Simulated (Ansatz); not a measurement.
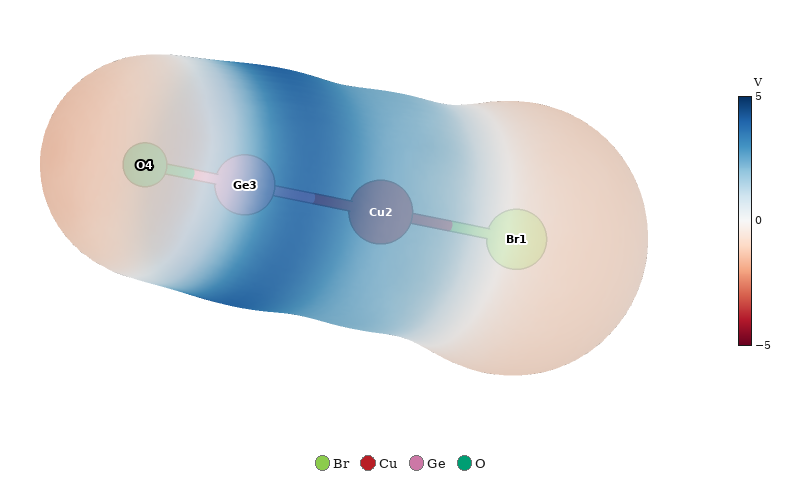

BrCuGeO (SMILES [O]=[Ge+][Cu-][Br]). The electrostatic potential painted on the density surface at 0.004 e/bohr³, seen at a tilt; red is negative and blue positive.

Geometry: r2SCAN-D4/def2-SVP.

These are results of Ansatz, isolated molecule in a Gaussian basis; Kohn-Sham density functional theory, functional PBE0, not measurements.

Question: Describe the electrostatic potential map.

Answer: The most negative region (about −1.3 V) lies over O4, the most positive (about +3.9 V) over Ge3. O4 is the likeliest acceptor of a hydrogen bond.
